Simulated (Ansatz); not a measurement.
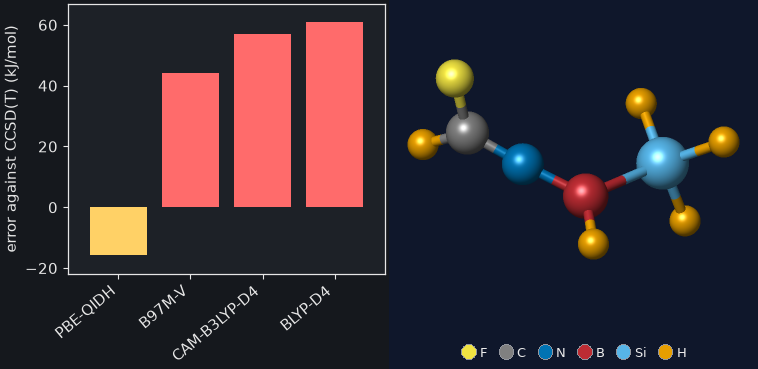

Error in the electronic atomisation energy (method less reference, so positive means overbinding) of CH₅BFNSi, SMILES F/C=N\B[SiH3]: functionals in def2-TZVPP against frozen-core CCSD(T) at the limit (MP2 extrapolated from triple and quadruple zeta, plus CCSD(T) less MP2 in a smaller set), which gives 3595.7 kJ/mol, at a PBE0-D4/def2-TZVP geometry (a minimum by its frequencies), no zero-point or spin-orbit term, the Ansatz code 0.2.0. The reference leaves out core correlation, a term that grows with the number of heavy atoms. PBE-QIDH holds a correlation term that converges slowly with the basis, so part of the distance to the limit is basis error. No dispersion term is added to PBE-QIDH.

> Which of these levels overbind, and which underbind?

Overbind: B97M-V, CAM-B3LYP-D4 and BLYP-D4. Underbind: none clearly. Within 25 kJ/mol of zero, too close to call in view of what the reference leaves out: PBE-QIDH.

> Give the values.

```tsv
level	kJ/mol
PBE-QIDH	−15.8
B97M-V	44.2
CAM-B3LYP-D4	57.1
BLYP-D4	60.8
```

Caveats, for all or some of the runs: one conformer of a flexible molecule.
